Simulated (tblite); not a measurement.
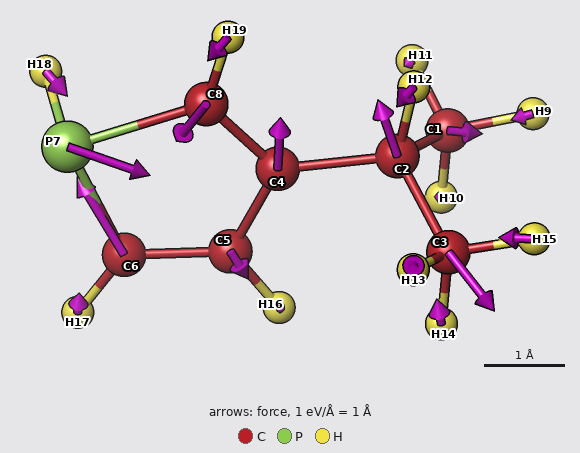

Starting geometry of C₇H₁₁P with the computed forces as purple arrows. The picture is a ball-and-stick view, seen at a tilt.

Level of theory: tblite 0.8.0, GFN2-xTB geometry optimisation, gas phase. 

Q: What follows when this structure is relaxed?

A: It isn't relaxed: the largest force vector, on C6, is 1.18 eV/Å. The final displacements follow the starting forces only in part (cosine between the two patterns 0.53). Over 31 geometry steps the energy falls by 0.172 eV. The atom that moves furthest after the best rigid fit is H18 (0.094 Å). By element the largest moves are H 0.094 Å, P 0.087 Å, C 0.069 Å. Near-neighbour distances that change, for instance: C6–P7 1.866 → 1.804 Å, P7–H18 1.422 → 1.396 Å, C3–H15 1.106 → 1.088 Å, C2–H12 1.112 → 1.096 Å. Among the angles between lasting bonds that change: C4–C5–C6 116.9° → 114.4°, H13–C3–H15 106.4° → 108.6°, P7–C6–H17 125.1° → 123.0°.
